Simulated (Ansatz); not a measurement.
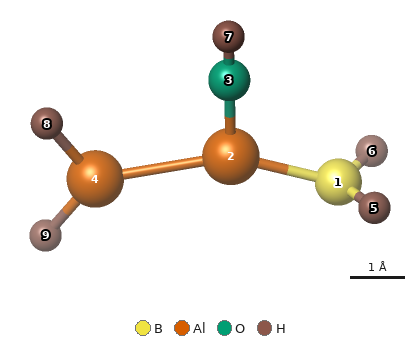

The starting structure (ball-and-stick view, seen at a tilt; atoms are numbered from 1 in the order of the input). Sticks mark near contacts.

## Al2BH5O: geometry relaxation (part 1 of 2)

Al2BH5O, SMILES [BH2][Al]([OH])[AlH2], computed with RKS B3LYP-D4/def2-SVP (Ansatz 0.2.0).

It belongs to a series of runs on one base structure; here: end point A relaxed. Figures and captions count atoms from 1; the log counts them from 0 in places.

What the program printed:
```
The last accepted step is kept in [file] (removed where the run ends without a failure and the disk answers)
Engine: ansatz 0.2.0, aarch64-unknown-linux-gnu
Functional definition: B3LYP
  parameter a0 = 0.2
  parameter ax = 0.72
  parameter ac = 0.81
  exchange = (1 - a0 - ax)*slater_x + ax*b88_x + a0*exact_x
  correlation = (1 - ac)*vwn_rpa_c + ac*lyp_c
919 factors; integrals over basis functions are off by at most 3.2e-4 eV
mean field evaluation 1: about -15985.5272 eV, gradient 5.9e1 eV
mean field evaluation 2: about -15928.5072 eV, gradient 1.6e2 eV
mean field evaluation 4: about -15992.3857 eV, gradient 6.7e0 eV
mean field evaluation 8: about -15992.5618 eV, gradient 5.4e-2 eV
mean field evaluation 16: about -15992.5618 eV, gradient 2.1e-5 eV
mean field -15992.56182248 eV, -587.7158068283 hartree, gradient 2.1e-5 eV, S^2 0.000000; 0 other end points of the search recorded, 0 dependent functions left out
the calculation of the forces begins
reference -15992.56211383 eV, -587.7158175352 hartree; 22, 22 occupied and 67, 67 virtual orbitals, 919 factors
relax step   1: F+E_penalty+E_count = -15992.80130093 eV  Δ(F+E_penalty+E_count) = +0.000e0 eV  max|allowed force component| = 7.676e-1 eV/Å  Δτ_max = 0.0000 Å  (25 SCF iters, accepted)
these checks for a lower state are left out or cut short: starts, cluster_reference, orbital_swaps, neighbouring_geometries, increment
919 factors; integrals over basis functions are off by at most 2.9e-4 eV
mean field -15992.64943559 eV, -587.7190265508 hartree, gradient 1.9e-5 eV, S^2 0.000000; 0 other end points of the search recorded, 0 dependent functions left out
[... from here on the field's lines of each further geometry are left out, up to the last ...]
relax step   2: F+E_penalty+E_count = -15992.88336110 eV  Δ(F+E_penalty+E_count) = -8.206e-2 eV  max|allowed force component| = 1.002e0 eV/Å  Δτ_max = 0.1927 Å  (29 SCF iters, accepted)
relax step   3: F+E_penalty+E_count = -15992.97669759 eV  Δ(F+E_penalty+E_count) = -9.334e-2 eV  max|allowed force component| = 3.145e-1 eV/Å  Δτ_max = 0.1178 Å  (28 SCF iters, accepted)
relax step   4: F+E_penalty+E_count = -15993.03486283 eV  Δ(F+E_penalty+E_count) = -5.817e-2 eV  max|allowed force component| = 1.535e-1 eV/Å  Δτ_max = 0.1999 Å  (29 SCF iters, accepted)
relax step   5: F+E_penalty+E_count = -15993.06314926 eV  Δ(F+E_penalty+E_count) = -2.829e-2 eV  max|allowed force component| = 1.424e-1 eV/Å  Δτ_max = 0.1913 Å  (29 SCF iters, accepted)
relax step   6: F+E_penalty+E_count = -15993.06611335 eV  Δ(F+E_penalty+E_count) = -2.964e-3 eV  max|allowed force component| = 3.788e-1 eV/Å  Δτ_max = 0.1860 Å  (29 SCF iters, accepted)
relax step   7: F+E_penalty+E_count = -15993.08164801 eV  Δ(F+E_penalty+E_count) = -1.553e-2 eV  max|allowed force component| = 2.272e-1 eV/Å  Δτ_max = 0.0853 Å  (28 SCF iters, accepted)
relax step   8: F+E_penalty+E_count = -15993.08914406 eV  Δ(F+E_penalty+E_count) = -7.496e-3 eV  max|allowed force component| = 1.675e-1 eV/Å  Δτ_max = 0.2000 Å  (29 SCF iters, accepted)
relax step   9: F+E_penalty+E_count = -15993.10110225 eV  Δ(F+E_penalty+E_count) = -1.196e-2 eV  max|allowed force component| = 3.650e-1 eV/Å  Δτ_max = 0.2000 Å  (28 SCF iters, accepted)
relax step  10: F+E_penalty+E_count = -15993.09973290 eV  Δ(F+E_penalty+E_count) = +1.369e-3 eV  max|allowed force component| = 4.420e-1 eV/Å  Δτ_max = 0.1976 Å  (28 SCF iters, rejected (line search))
relax step  11: F+E_penalty+E_count = -15993.11014992 eV  Δ(F+E_penalty+E_count) = -9.048e-3 eV  max|allowed force component| = 2.252e-1 eV/Å  Δτ_max = 0.0974 Å  (28 SCF iters, accepted)
relax step  12: F+E_penalty+E_count = -15993.11992193 eV  Δ(F+E_penalty+E_count) = -9.772e-3 eV  max|allowed force component| = 5.550e-1 eV/Å  Δτ_max = 0.0987 Å  (27 SCF iters, accepted)
relax step  13: F+E_penalty+E_count = -15993.17113016 eV  Δ(F+E_penalty+E_count) = -5.121e-2 eV  max|allowed force component| = 7.228e-1 eV/Å  Δτ_max = 0.1500 Å  (28 SCF iters, accepted)
relax step  14: F+E_penalty+E_count = -15993.19420217 eV  Δ(F+E_penalty+E_count) = -2.307e-2 eV  max|allowed force component| = 3.157e-1 eV/Å  Δτ_max = 0.2000 Å  (27 SCF iters, accepted)
relax step  15: F+E_penalty+E_count = -15993.11363626 eV  Δ(F+E_penalty+E_count) = +8.057e-2 eV  max|allowed force component| = 7.157e-1 eV/Å  Δτ_max = 0.1983 Å  (28 SCF iters, rejected (line search))
relax step  16: F+E_penalty+E_count = -15993.20813554 eV  Δ(F+E_penalty+E_count) = -1.393e-2 eV  max|allowed force component| = 6.027e-2 eV/Å  Δτ_max = 0.0991 Å  (27 SCF iters, accepted)
relax step  17: F+E_penalty+E_count = -15993.20949059 eV  Δ(F+E_penalty+E_count) = -1.355e-3 eV  max|allowed force component| = 4.908e-2 eV/Å  Δτ_max = 0.0351 Å  (26 SCF iters, accepted)
relax step  18: F+E_penalty+E_count = -15993.20949162 eV  Δ(F+E_penalty+E_count) = -1.027e-6 eV  max|allowed force component| = 4.008e-2 eV/Å  Δτ_max = 0.0557 Å  (26 SCF iters, accepted)
relax step  19: F+E_penalty+E_count = -15993.20712093 eV  Δ(F+E_penalty+E_count) = +2.371e-3 eV  max|allowed force component| = 1.468e-1 eV/Å  Δτ_max = 0.0353 Å  (26 SCF iters, rejected (line search))
relax step  20: F+E_penalty+E_count = -15993.20996458 eV  Δ(F+E_penalty+E_count) = -4.730e-4 eV  max|allowed force component| = 2.538e-2 eV/Å  Δτ_max = 0.0172 Å  (24 SCF iters, accepted)
relax step  21: F+E_penalty+E_count = -15993.21003345 eV  Δ(F+E_penalty+E_count) = -6.886e-5 eV  max|allowed force component| = 5.123e-2 eV/Å  Δτ_max = 0.0278 Å  (24 SCF iters, accepted)
relax step  22: F+E_penalty+E_count = -15993.21023698 eV  Δ(F+E_penalty+E_count) = -2.035e-4 eV  max|allowed force component| = 4.005e-2 eV/Å  Δτ_max = 0.0115 Å  (24 SCF iters, accepted)
relax step  23: F+E_penalty+E_count = -15993.21044055 eV  Δ(F+E_penalty+E_count) = -2.036e-4 eV  max|allowed force component| = 2.399e-2 eV/Å  Δτ_max = 0.0371 Å  (24 SCF iters, accepted)
relax step  24: F+E_penalty+E_count = -15993.21076108 eV  Δ(F+E_penalty+E_count) = -3.205e-4 eV  max|allowed force component| = 1.581e-2 eV/Å  Δτ_max = 0.0363 Å  (25 SCF iters, accepted)
relax step  25: F+E_penalty+E_count = -15993.21082430 eV  Δ(F+E_penalty+E_count) = -6.321e-5 eV  max|allowed force component| = 6.130e-2 eV/Å  Δτ_max = 0.0889 Å  (24 SCF iters, accepted)
relax step  26: F+E_penalty+E_count = -15993.21114423 eV  Δ(F+E_penalty+E_count) = -3.199e-4 eV  max|allowed force component| = 3.501e-2 eV/Å  Δτ_max = 0.0119 Å  (23 SCF iters, accepted)
relax step  27: F+E_penalty+E_count = -15993.21162428 eV  Δ(F+E_penalty+E_count) = -4.801e-4 eV  max|allowed force component| = 5.228e-3 eV/Å  Δτ_max = 0.0348 Å  (23 SCF iters, accepted)
relax step  28: F+E_penalty+E_count = -15993.21201990 eV  Δ(F+E_penalty+E_count) = -3.956e-4 eV  max|allowed force component| = 6.419e-2 eV/Å  Δτ_max = 0.1370 Å  (28 SCF iters, accepted)
relax step  29: F+E_penalty+E_count = -15993.21228704 eV  Δ(F+E_penalty+E_count) = -2.671e-4 eV  max|allowed force component| = 5.155e-2 eV/Å  Δτ_max = 0.0278 Å  (24 SCF iters, accepted)
relax step  30: F+E_penalty+E_count = -15993.21254610 eV  Δ(F+E_penalty+E_count) = -2.591e-4 eV  max|allowed force component| = 2.197e-2 eV/Å  Δτ_max = 0.0172 Å  (23 SCF iters, accepted)
relax step  31: F+E_penalty+E_count = -15993.21270541 eV  Δ(F+E_penalty+E_count) = -1.593e-4 eV  max|allowed force component| = 1.470e-2 eV/Å  Δτ_max = 0.0268 Å  (23 SCF iters, accepted)
relax step  32: F+E_penalty+E_count = -15993.21289194 eV  Δ(F+E_penalty+E_count) = -1.865e-4 eV  max|allowed force component| = 2.051e-2 eV/Å  Δτ_max = 0.0559 Å  (24 SCF iters, accepted)
relax step  33: F+E_penalty+E_count = -15993.21301629 eV  Δ(F+E_penalty+E_count) = -1.243e-4 eV  max|allowed force component| = 2.694e-2 eV/Å  Δτ_max = 0.0364 Å  (23 SCF iters, accepted)
relax step  34: F+E_penalty+E_count = -15993.21322330 eV  Δ(F+E_penalty+E_count) = -2.070e-4 eV  max|allowed force component| = 3.623e-2 eV/Å  Δτ_max = 0.0509 Å  (24 SCF iters, accepted)
relax step  35: F+E_penalty+E_count = -15993.21346185 eV  Δ(F+E_penalty+E_count) = -2.386e-4 eV  max|allowed force component| = 4.320e-2 eV/Å  Δτ_max = 0.0515 Å  (24 SCF iters, accepted)
relax step  36: F+E_penalty+E_count = -15993.21367951 eV  Δ(F+E_penalty+E_count) = -2.177e-4 eV  max|allowed force component| = 4.403e-2 eV/Å  Δτ_max = 0.0453 Å  (24 SCF iters, accepted)
relax step  37: F+E_penalty+E_count = -15993.21339981 eV  Δ(F+E_penalty+E_count) = +2.797e-4 eV  max|allowed force component| = 6.310e-2 eV/Å  Δτ_max = 0.0800 Å  (24 SCF iters, rejected (line search))
relax step  38: F+E_penalty+E_count = -15993.21387943 eV  Δ(F+E_penalty+E_count) = -1.999e-4 eV  max|allowed force component| = 2.984e-2 eV/Å  Δτ_max = 0.0391 Å  (24 SCF iters, accepted)
relax step  39: F+E_penalty+E_count = -15993.21393166 eV  Δ(F+E_penalty+E_count) = -5.223e-5 eV  max|allowed force component| = 2.941e-2 eV/Å  Δτ_max = 0.0434 Å  (24 SCF iters, accepted)
the calculation of the forces begins
reference -15992.98456759 eV, -587.7313424246 hartree; 22, 22 occupied and 67, 67 virtual orbitals, 919 factors
relax step  40: F+E_penalty+E_count = -15993.21410099 eV  Δ(F+E_penalty+E_count) = -1.693e-4 eV  max|allowed force component| = 1.478e-2 eV/Å  Δτ_max = 0.0146 Å  (23 SCF iters, accepted)
919 factors; integrals over basis functions are off by at most 4.1e-4 eV
mean field evaluation 256: about -15912.3998 eV, gradient 1.7e2 eV
```

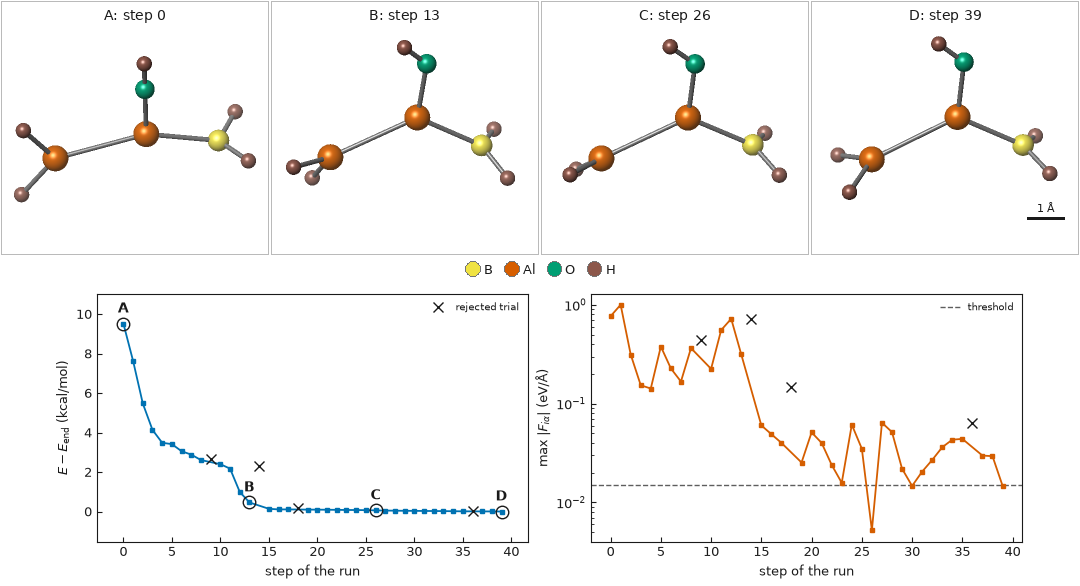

Frames of the relaxation (ball-and-stick view, seen at a tilt) above the curves, on which the letters mark them (the first geometry is step 0 here and step 1 in the log).

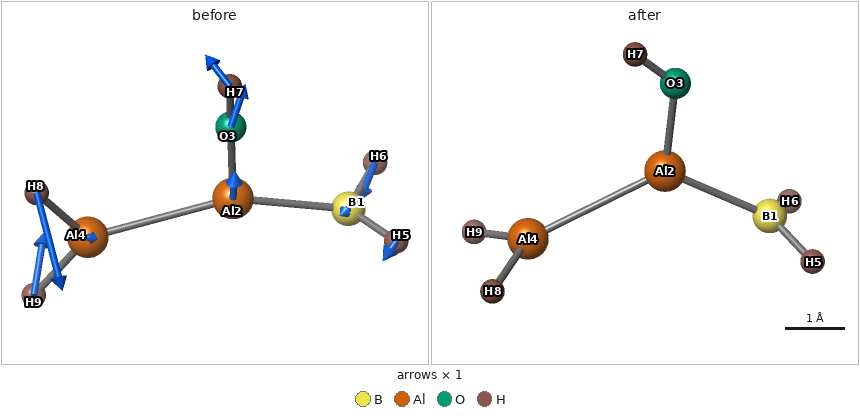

Before (left) and after (right) the relaxation, at one scale (ball-and-stick view, seen at a tilt). The blue arrows give the displacements, at true length. The energy falls by 9.52 kcal/mol in 39 geometry steps. Largest force component: 0.77 eV/Å at the start, 0.015 eV/Å at the end. The line search rejected the trial steps at points 9, 14, 18, 36 (counted from 0) and went back. The atom that moves furthest after the best rigid fit is H8 (1.74 Å). Largest moves by element: H 1.74 Å, O 0.78 Å, Al 0.56 Å, B 0.24 Å. Among the contacts that change: Al2–O3 1.664 → 1.722 Å, Al2–Al4 2.560 → 2.610 Å, B1–Al2 2.088 → 2.124 Å, B1–H5 1.180 → 1.212 Å. Among the angles that change: Al2–O3–H7 179.7° → 127.1°, B1–Al2–Al4 153.5° → 124.5°, O3–Al2–Al4 98.7° → 120.5°. (Atoms are counted from 1 in the order of the input.)

```
mean field -15992.98426398 eV, -587.7313312672 hartree, gradient 1.8e-5 eV, S^2 0.000000; 1 other end points of the search recorded, 0 dependent functions left out
the calculation of the forces begins
reference -15992.98456759 eV, -587.7313424246 hartree; 22, 22 occupied and 67, 67 virtual orbitals, 919 factors
Total energy: -15993.21440460 eV, -587.7397887790 hartree
Atom 0 at    -0.250521     1.902614    -1.067028 Å, force    -0.002323     0.014636    -0.010219 eV/Å
Atom 1 at     0.437617     0.060677    -0.264825 Å, force     0.003048    -0.003567     0.002187 eV/Å
Atom 2 at     2.020178    -0.405450    -0.759740 Å, force    -0.004990     0.002817     0.001535 eV/Å
Atom 3 at    -0.932318    -1.440586     1.371953 Å, force    -0.009767    -0.009971     0.005695 eV/Å
Atom 4 at    -0.893680     1.975932    -2.091803 Å, force     0.005292    -0.000631     0.014781 eV/Å
Atom 5 at    -0.091311     2.961245    -0.498590 Å, force    -0.003497    -0.011028    -0.007344 eV/Å
Atom 6 at     2.494904    -1.202660    -0.509060 Å, force     0.003674    -0.002090    -0.000235 eV/Å
Atom 7 at    -1.750390    -2.725312     0.882212 Å, force     0.007503     0.014036     0.005871 eV/Å
Atom 8 at    -1.034469    -1.126460     2.936881 Å, force     0.001060    -0.004204    -0.012271 eV/Å
Dipole moment:     0.091330    -0.130055     0.029514 e Å
```

Trajectory as extended XYZ (Å, eV, eV/Å), 40 frames, from step=1 to step=40:
```
9
Properties=species:S:1:pos:R:3:forces:R:3 step=1 energy=-15992.80130
B    -0.0478    2.1275   -1.0253    0.3053  -0.5567   0.0385
Al   -0.0521    0.2621   -0.0867   -0.6809   0.0466   0.4777
O     1.2736   -0.5836   -0.6301    0.7676  -0.3035  -0.3953
Al   -1.0189   -1.5045    1.4942   -0.1871  -0.1368   0.2021
H    -0.4105    2.2388   -2.1425   -0.5179   0.1864  -0.6507
H     0.6979    2.9773   -0.6884    0.2654   0.7064   0.3931
H     2.0283   -1.0657   -0.9443    0.1093  -0.0491  -0.0589
H    -0.2628   -2.9049    1.4815    0.1442  -0.0720  -0.1046
H    -2.2077   -1.5471    2.5417   -0.2059   0.1787   0.0982
9
Properties=species:S:1:pos:R:3:forces:R:3 step=2 energy=-15992.88336
B     0.0610    2.0298   -1.0628   -0.8212   1.0021   0.1244
Al    0.0392    0.1458   -0.0974    0.0312   0.1322  -0.0883
O     1.4073   -0.6144   -0.7104    0.4285  -0.3387  -0.1351
Al   -1.1105   -1.5119    1.5646    0.1224   0.0334  -0.0886
H    -0.5467    2.2855   -2.1097    0.3928  -0.2713   0.2906
H     0.5945    3.0475   -0.6010    0.0071  -0.5426  -0.2043
H     2.1802   -1.0462   -1.0613   -0.0761  -0.0325   0.0712
H    -0.2936   -2.8894    1.4820   -0.1258  -0.0365   0.1016
H    -2.3315   -1.4467    2.5961    0.0410   0.0539  -0.0716
9
Properties=species:S:1:pos:R:3:forces:R:3 step=3 energy=-15992.97670
B    -0.0367    2.0679   -1.0090    0.1138   0.3145  -0.2472
Al    0.0792    0.1382   -0.1210   -0.0105   0.0516  -0.0148
O     1.4480   -0.6464   -0.7225    0.0901  -0.0376  -0.0385
Al   -1.0919   -1.4910    1.5419    0.1267  -0.0476  -0.0623
H    -0.5588    2.2758   -2.0992    0.0281  -0.0725   0.3106
H     0.5836    3.0385   -0.5874   -0.2202  -0.2391  -0.0106
H     2.2166   -1.0920   -1.0635   -0.0313  -0.0102   0.0266
H    -0.3208   -2.8962    1.5003   -0.1042  -0.0334   0.0841
H    -2.3191   -1.3950    2.5605    0.0075   0.0743  -0.0479
9
Properties=species:S:1:pos:R:3:forces:R:3 step=4 energy=-15993.03486
B    -0.0615    2.0444   -0.9828    0.0461   0.0919  -0.0808
Al    0.1687    0.0892   -0.1591   -0.0316   0.0482  -0.0091
O     1.5514   -0.6482   -0.7841    0.0743  -0.0467  -0.0217
Al   -1.0656   -1.4967    1.5214    0.0560  -0.0424  -0.0237
H    -0.6428    2.2614   -2.0316    0.0016  -0.0303   0.1535
H     0.4983    3.0238   -0.5220   -0.1168  -0.1047   0.0017
H     2.3280   -1.0662   -1.1400   -0.0110  -0.0191   0.0174
H    -0.4650   -2.9819    1.6089   -0.0480   0.0375   0.0154
H    -2.3115   -1.2257    2.4892    0.0293   0.0657  -0.0527
9
Properties=species:S:1:pos:R:3:forces:R:3 step=5 energy=-15993.06315
B    -0.0906    2.0221   -0.9537    0.0373  -0.0310  -0.0079
Al    0.2345    0.0502   -0.1912    0.0287   0.0534  -0.0569
O     1.6250   -0.6764   -0.8131    0.0320  -0.0122  -0.0092
Al   -1.0355   -1.4934    1.4905   -0.0752  -0.0163   0.0651
H    -0.7252    2.2480   -1.9641   -0.0193  -0.0143   0.0644
H     0.4126    3.0097   -0.4570   -0.0600  -0.0388   0.0173
H     2.4053   -1.0882   -1.1677    0.0001  -0.0127   0.0061
H    -0.5395   -3.0183    1.6472   -0.0860   0.1381   0.0154
H    -2.2866   -1.0538    2.4091    0.1424  -0.0663  -0.0942
9
Properties=species:S:1:pos:R:3:forces:R:3 step=6 energy=-15993.06611
B    -0.1245    1.9634   -0.9065    0.0598  -0.0631  -0.0091
Al    0.3625   -0.0287   -0.2545    0.0435   0.2778  -0.1546
O     1.7751   -0.7001   -0.8940   -0.1300   0.0109   0.0856
Al   -1.0413   -1.4297    1.4504   -0.1450  -0.3788   0.3112
H    -0.8432    2.2037   -1.8582    0.0221  -0.0579   0.0788
H     0.2904    2.9645   -0.3523   -0.0398  -0.1053   0.0044
H     2.5670   -1.0804   -1.2593   -0.0314  -0.0121   0.0263
H    -0.7042   -3.0041    1.7162   -0.0671   0.3581  -0.0888
H    -2.2818   -0.8886    2.3583    0.2879  -0.0296  -0.2538
9
Properties=species:S:1:pos:R:3:forces:R:3 step=7 energy=-15993.08165
B    -0.1302    1.9840   -0.9140    0.0017  -0.0389   0.0116
Al    0.3413    0.0013   -0.2517    0.1160  -0.0067  -0.0673
O     1.7463   -0.7092   -0.8654   -0.0376   0.0399   0.0087
Al   -0.9977   -1.4699    1.4484   -0.1744  -0.0553   0.1111
H    -0.8491    2.2195   -1.8647    0.0213  -0.0385   0.0491
H     0.2834    2.9812   -0.3567   -0.0201  -0.0635   0.0015
H     2.5341   -1.1127   -1.2156   -0.0466   0.0221   0.0194
H    -0.7048   -3.0373    1.7150   -0.0110   0.2272  -0.0554
H    -2.2233   -0.8568    2.3050    0.1507  -0.0863  -0.0787
9
Properties=species:S:1:pos:R:3:forces:R:3 step=8 energy=-15993.08914
B    -0.1394    1.9632   -0.8965    0.0679  -0.0114   0.0438
Al    0.3888   -0.0009   -0.2460   -0.1596   0.1178  -0.0298
O     1.7702   -0.7138   -0.8836    0.1675  -0.0418  -0.0712
Al   -1.0018   -1.4229    1.4414    0.0087  -0.0261   0.0312
H    -0.7619    2.1599   -1.9209   -0.0017   0.0234   0.0688
H     0.1135    2.9644   -0.2526   -0.0381  -0.0719  -0.0779
H     2.5362   -1.1553   -1.2344   -0.0224  -0.0019   0.0335
H    -0.7494   -2.9912    1.6344   -0.0131   0.0102  -0.0032
H    -2.1562   -0.8036    2.3581   -0.0090   0.0018   0.0048
9
Properties=species:S:1:pos:R:3:forces:R:3 step=9 energy=-15993.10110
B    -0.1569    1.9331   -0.9232   -0.0836   0.0732   0.0046
Al    0.3883   -0.0066   -0.2770    0.2302  -0.1823  -0.0423
O     1.8379   -0.6530   -0.8704   -0.3650   0.3098   0.0873
Al   -1.0087   -1.4200    1.4262   -0.0076   0.0067   0.0026
H    -0.8797    2.1394   -1.8746    0.0142   0.0037  -0.0073
H     0.1522    2.9336   -0.3119    0.0174   0.0013  -0.0135
H     2.5998   -1.1513   -1.1312    0.1712  -0.2027  -0.0109
H    -0.8946   -3.0140    1.4988   -0.0121   0.0084   0.0039
H    -2.0383   -0.7612    2.4632    0.0352  -0.0181  -0.0244
9
Properties=species:S:1:pos:R:3:forces:R:3 step=10 energy=-15993.09973 accepted=F
B    -0.2168    1.9089   -0.9194    0.2063   0.2774  -0.3274
Al    0.3938   -0.0050   -0.3000    0.3141  -0.4420   0.1192
O     1.8922   -0.5975   -0.8561    0.0429   0.0816  -0.0931
Al   -1.0023   -1.4199    1.4074   -0.0712  -0.0777   0.0808
H    -0.9402    2.1210   -1.8709   -0.0670  -0.0313   0.0998
H     0.1621    2.9170   -0.3595   -0.1005  -0.0385   0.0672
H     2.6445   -1.1701   -1.0272   -0.4267   0.1700   0.1683
H    -1.0370   -3.0343    1.3633   -0.0290   0.1973   0.0407
H    -1.8962   -0.7202    2.5625    0.1312  -0.1368  -0.1555
9
Properties=species:S:1:pos:R:3:forces:R:3 step=11 energy=-15993.11015
B    -0.1693    1.9268   -0.9340   -0.1047   0.1066  -0.0044
Al    0.3983   -0.0012   -0.2874    0.2074  -0.2252  -0.0029
O     1.8632   -0.6283   -0.8648   -0.0130   0.1342  -0.0615
Al   -1.0011   -1.4148    1.4130   -0.0422  -0.0196   0.0441
H    -0.9081    2.1286   -1.8740    0.0222  -0.0024  -0.0112
H     0.1313    2.9281   -0.3203    0.0241   0.0077  -0.0125
H     2.6157   -1.1748   -1.0776   -0.1456  -0.0192   0.1057
H    -0.9666   -3.0173    1.4332   -0.0043   0.0461  -0.0058
H    -1.9634   -0.7472    2.5119    0.0562  -0.0282  -0.0515
```
